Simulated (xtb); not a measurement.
**Run report: C$_{2}$H$_{7}$ClSn, geometry relaxation (part 2 of 2)**

The same run, continued: C$_{2}$H$_{7}$ClSn; GFN2-xTB (xtb 6.7.1). The geometry comes from this level: GFN2-xTB.

Geometry of the input (Å):
```
C  0.2558  1.3636  0.6430
C  0.3855  -0.1391  0.6469
Cl 2.1023  -0.5963  0.5234
Sn -0.6652  -1.1293  -1.0021
H  0.8071  1.7938  1.4771
H  -0.7921  1.6420  0.7388
H  0.6459  1.7856  -0.2796
H  0.0436  -0.5423  1.5980
H  -2.3103  -0.8258  -0.9803
H  -0.0517  -0.5845  -2.4440
H  -0.4207  -2.7677  -0.9211
```

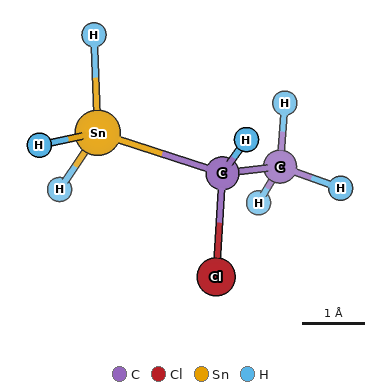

*The structure as given in the input (ball-and-stick view, seen at a tilt). Sticks mark near contacts.*

### Log, continued
```
 ---------------------------
C1-C2=1.5084         C1-H5=1.0885         C1-H6=1.0884         C1-H7=1.0869         C2-C1=1.5084         C2-Cl3=1.7809
C2-Sn4=2.1917        C2-H8=1.0881         Cl3-C2=1.7809        Sn4-C2=2.1917        Sn4-H9=1.6730        Sn4-H10=1.6590
Sn4-H11=1.6585       H5-C1=1.0885         H6-C1=1.0884         H7-C1=1.0869         H8-C2=1.0881         H9-Sn4=1.6730
H10-Sn4=1.6590       H11-Sn4=1.6585
 C  H  Rav=1.0880 sigma=0.0006  Rmin=1.0869  Rmax=1.0885     4
 C  C  Rav=1.5084 sigma=0.0000  Rmin=1.5084  Rmax=1.5084     1
 Cl C  Rav=1.7809 sigma=0.0000  Rmin=1.7809  Rmax=1.7809     1
 Sn H  Rav=1.6635 sigma=0.0067  Rmin=1.6585  Rmax=1.6730     3
 Sn C  Rav=2.1917 sigma=0.0000  Rmin=2.1917  Rmax=2.1917     1

 selected bond angles (degree)
 --------------------
H5-C1-C2=110.38                H6-C1-C2=109.72                H6-C1-H5=108.61                H7-C1-C2=110.99
H7-C1-H5=108.37                H7-C1-H6=108.72                Cl3-C2-C1=109.78               Sn4-C2-C1=114.01
Sn4-C2-Cl3=107.10              H8-C2-C1=110.15                H8-C2-Cl3=105.57               H8-C2-Sn4=109.85
H9-Sn4-C2=112.31               H10-Sn4-C2=109.16              H10-Sn4-H9=108.39              H11-Sn4-C2=109.81
H11-Sn4-H9=108.88              H11-Sn4-H10=108.20

 selected dihedral angles (degree)
 ---------------------------------
Cl3-C2-C1-H5=300.79           Cl3-C2-C1-H6=181.14           Cl3-C2-C1-H7= 60.97           Sn4-C2-C1-H5=180.64
Sn4-C2-C1-H6= 60.99           Sn4-C2-C1-H7=300.82           H8-C2-C1-H5= 56.62            H8-C2-C1-H6=296.97
H8-C2-C1-H7=176.80            H9-Sn4-C2-C1=299.78           H9-Sn4-C2-Cl3=178.14          H9-Sn4-C2-H8= 63.96
H10-Sn4-C2-C1= 60.01          H10-Sn4-C2-Cl3=298.37         H10-Sn4-C2-H8=184.19          H11-Sn4-C2-C1=178.48
H11-Sn4-C2-Cl3= 56.83         H11-Sn4-C2-H8=302.65
           -------------------------------------------------
          |                Final Singlepoint                |
           -------------------------------------------------

          ...................................................
          :                      SETUP                      :
          :.................................................:
          :  # basis functions                  35          :
          :  # atomic orbitals                  33          :
          :  # shells                           17          :
          :  # electrons                        26          :
          :  max. iterations                   250          :
          :  Hamiltonian                  GFN2-xTB          :
          :  restarted?                      false          :
          :  GBSA solvation                  false          :
          :  PC potential                    false          :
          :  electronic temp.          300.0000000     K    :
          :  accuracy                    1.0000000          :
          :  -> integral cutoff          0.2500000E+02      :
          :  -> integral neglect         0.1000000E-07      :
          :  -> SCF convergence          0.1000000E-05 Eh   :
          :  -> wf. convergence          0.1000000E-03 e    :
          :  Broyden damping             0.4000000          :
          :  net charge                          0          :
          :  unpaired electrons                  0          :
          ...................................................

 iter      E             dE          RMSdq      gap      omega  full diag
   1    -14.5667109 -0.145667E+02  0.562E-05    5.60       0.0  T
   2    -14.5667109 -0.263256E-11  0.389E-05    5.60     775.5  T
   3    -14.5667109 -0.332889E-11  0.335E-05    5.60     900.1  T

   *** convergence criteria satisfied after 3 iterations ***

         #    Occupation            Energy/Eh            Energy/eV
      -------------------------------------------------------------
         1        2.0000           -1.0556319             -28.7252
       ...           ...                  ...                  ...
         7        2.0000           -0.4961951             -13.5022
         8        2.0000           -0.4696924             -12.7810
         9        2.0000           -0.4575569             -12.4508
        10        2.0000           -0.4558081             -12.4032
        11        2.0000           -0.4495378             -12.2325
        12        2.0000           -0.4158539             -11.3160
        13        2.0000           -0.3997221             -10.8770 (HOMO)
        14                         -0.1940840              -5.2813 (LUMO)
        15                         -0.1552173              -4.2237
        16                         -0.1435142              -3.9052
        17                         -0.1379336              -3.7534
        18                         -0.1345003              -3.6599
       ...                                ...                  ...
        33                          0.6825558              18.5733
      -------------------------------------------------------------
                  HL-Gap            0.2056381 Eh            5.5957 eV
             Fermi-level           -0.2969031 Eh           -8.0791 eV

 SCC (total)                   0 d,  0 h,  0 min,  0.003 sec
 SCC setup                      ...        0 min,  0.000 sec (  1.241%)
 Dispersion                     ...        0 min,  0.000 sec (  0.606%)
 classical contributions        ...        0 min,  0.000 sec (  0.256%)
 integral evaluation            ...        0 min,  0.001 sec ( 25.388%)
 iterations                     ...        0 min,  0.001 sec ( 24.977%)
 molecular gradient             ...        0 min,  0.001 sec ( 45.895%)
 printout                       ...        0 min,  0.000 sec (  1.463%)

         :::::::::::::::::::::::::::::::::::::::::::::::::::::
         ::                     SUMMARY                     ::
         :::::::::::::::::::::::::::::::::::::::::::::::::::::
         :: total energy             -14.463300612508 Eh    ::
         :: gradient norm              0.000481100915 Eh/a0 ::
         :: HOMO-LUMO gap              5.595698315946 eV    ::
         ::.................................................::
         :: SCC energy               -14.566700680297 Eh    ::
         :: -> isotropic ES            0.007372597728 Eh    ::
         :: -> anisotropic ES         -0.000797039738 Eh    ::
         :: -> anisotropic XC          0.004937211371 Eh    ::
         :: -> dispersion             -0.006827420251 Eh    ::
         :: repulsion energy           0.103400067790 Eh    ::
         :: add. restraining           0.000000000000 Eh    ::
         :: total charge               0.000000000000 e     ::
         :::::::::::::::::::::::::::::::::::::::::::::::::::::

           -------------------------------------------------
          |                Property Printout                |
           -------------------------------------------------

    * Orbital Energies and Occupations

         #    Occupation            Energy/Eh            Energy/eV
      -------------------------------------------------------------
         1        2.0000           -1.0556319             -28.7252
         2        2.0000           -0.7792098             -21.2034
         3        2.0000           -0.6324622             -17.2102
         4        2.0000           -0.5823017             -15.8452
         5        2.0000           -0.5272013             -14.3459
         6        2.0000           -0.5124688             -13.9450
         7        2.0000           -0.4961951             -13.5022
         8        2.0000           -0.4696924             -12.7810
         9        2.0000           -0.4575569             -12.4508
        10        2.0000           -0.4558081             -12.4032
        11        2.0000           -0.4495378             -12.2325
        12        2.0000           -0.4158539             -11.3160
        13        2.0000           -0.3997221             -10.8770 (HOMO)
        14                         -0.1940840              -5.2813 (LUMO)
        15                         -0.1552173              -4.2237
        16                         -0.1435142              -3.9052
        17                         -0.1379336              -3.7534
        18                         -0.1345003              -3.6599
        19                         -0.0596665              -1.6236
        20                         -0.0390795              -1.0634
        21                          0.0156392               0.4256
        22                          0.0220433               0.5998
        23                          0.0233507               0.6354
        24                          0.0256158               0.6970
       ...                                ...                  ...
        33                          0.6825558              18.5733
      -------------------------------------------------------------
                  HL-Gap            0.2056381 Eh            5.5957 eV
             Fermi-level           -0.2969031 Eh           -8.0791 eV

     #   Z          covCN         q      C6AA      α(0)
     1   6 C        3.824    -0.098    22.355     6.728
     2   6 C        3.661     0.033    20.289     6.462
     3  17 Cl       1.117    -0.212   105.865    15.741
     4  50 Sn       3.901     0.030   333.843    33.314
     5   1 H        0.925     0.045     2.385     2.415
     6   1 H        0.925     0.038     2.478     2.462
     7   1 H        0.925     0.045     2.384     2.415
     8   1 H        0.925     0.033     2.547     2.495
     9   1 H        0.932     0.024     2.677     2.558
    10   1 H        0.935     0.032     2.561     2.502
    11   1 H        0.935     0.031     2.570     2.507

 Mol. C6AA /au·bohr⁶  :       2371.635481
 Mol. C8AA /au·bohr⁸  :     128134.189206
 Mol. α(0) /au        :         79.599535

Wiberg/Mayer (AO) data.
largest (>0.10) Wiberg bond orders for each atom

 ---------------------------------------------------------------------------
     #   Z sym  total        # sym  WBO       # sym  WBO       # sym  WBO
 ---------------------------------------------------------------------------
     1   6 C    3.994 --     2 C    1.050     7 H    0.992     6 H    0.985
                             5 H    0.979
     2   6 C    3.918 --     1 C    1.050     8 H    0.992     3 Cl   0.957
                             4 Sn   0.677
     3  17 Cl   1.044 --     2 C    0.957
     4  50 Sn   2.949 --    10 H    0.765    11 H    0.762     9 H    0.751
                             2 C    0.677
     5   1 H    0.993 --     1 C    0.979
     6   1 H    0.999 --     1 C    0.985
     7   1 H    0.998 --     1 C    0.992
     8   1 H    0.999 --     2 C    0.992
     9   1 H    0.999 --     4 Sn   0.751
    10   1 H    0.999 --     4 Sn   0.765
    11   1 H    0.994 --     4 Sn   0.762
 ---------------------------------------------------------------------------

Topologies differ in total number of bonds
Writing topology from bond orders to xtbtopo.mol

molecular dipole:
                 x           y           z       tot (Debye)
 q only:       -0.965       0.065      -0.337
   full:       -0.461       0.414       0.304       1.755
molecular quadrupole (traceless):
                xx          xy          yy          xz          yz          zz
 q only:       -4.066       2.151       2.181      -0.673       1.440       1.885
  q+dip:       -2.630       0.312       1.237      -2.372      -1.880       1.393
   full:       -2.991       1.015       1.169      -1.146      -0.196       1.822

           -------------------------------------------------
          |                Geometry Summary                 |
           -------------------------------------------------

      molecular mass/u    :      185.2401072
   center of mass at/Å    :        0.0063018      -0.7557249      -0.4627868
  moments of inertia/u·Å² :        0.9510320E+02   0.3461591E+03   0.4198179E+03
rotational constants/cm⁻¹ :        0.1772562E+00   0.4869909E-01   0.4015463E-01

 * 9 selected distances

     #   Z          #   Z                                           value/Å
     1   6 C        2   6 C                                       1.5083512
     2   6 C        3  17 Cl                                      1.7808909 (max)
     1   6 C        5   1 H                                       1.0884874
     1   6 C        6   1 H                                       1.0884273
     1   6 C        7   1 H                                       1.0869034 (min)
     2   6 C        8   1 H                                       1.0881453
     4  50 Sn       9   1 H                                       1.6729937
     4  50 Sn      10   1 H                                       1.6590278
     4  50 Sn      11   1 H                                       1.6585120

 * 4 distinct bonds (by element types)

   Z      Z             #   av. dist./Å        max./Å        min./Å
   1 H    6 C           4     1.0879908     1.0884874     1.0869034
   6 C    6 C           1     1.5083512     1.5083512     1.5083512
   6 C   17 Cl          1     1.7808909     1.7808909     1.7808909
   1 H   50 Sn          3     1.6635111     1.6729937     1.6585120

optimized geometry written to: xtbopt.xyz

           -------------------------------------------------
          | TOTAL ENERGY              -14.463300612508 Eh   |
          | GRADIENT NORM               0.000481100915 Eh/α |
          | HOMO-LUMO GAP               5.595698315946 eV   |
           -------------------------------------------------

------------------------------------------------------------------------
------------------------------------------------------------------------
 total:
 *  cpu-time:     0 d,  0 h,  0 min,  0.017 sec
 * ratio c/w:     1.000 speedup
 SCF:
 *  cpu-time:     0 d,  0 h,  0 min,  0.005 sec
 * ratio c/w:     1.000 speedup
 ANC optimizer:
 *  cpu-time:     0 d,  0 h,  0 min,  0.007 sec
 * ratio c/w:     1.000 speedup
```

### File xtbopt.xyz
```
11
 energy: -14.463300612508 gnorm: 0.000481100915 xtb: 6.7.1
C            0.25578000000000        1.36363000000000        0.64296000000000
C            0.38547000000000       -0.13913000000000        0.64692000000000
Cl           2.10225000000000       -0.59628000000000        0.52342000000000
Sn          -0.66524000000000       -1.12933000000000       -1.00209000000000
H            0.80712000000000        1.79385000000000        1.47707000000000
H           -0.79207000000000        1.64203000000000        0.73876000000000
H            0.64585000000000        1.78559000000000       -0.27962000000000
H            0.04357000000000       -0.54231000000000        1.59803000000000
H           -2.31033000000000       -0.82583000000000       -0.98032000000000
H           -0.05167000000000       -0.58451000000000       -2.44399000000000
H           -0.42073000000000       -2.76772000000000       -0.92113000000000
```

### Standard error
```
normal termination of xtb
```

### Summary

```tsv
quantity	value
outcome	converged
electrons treated	26
total energy	−14.463301 hartree
dispersion energy	−0.006827 hartree
basis functions	35
HOMO	−10.88 eV
LUMO	−5.28 eV
dipole moment	1.75 D
peak memory	0.074 GiB
```
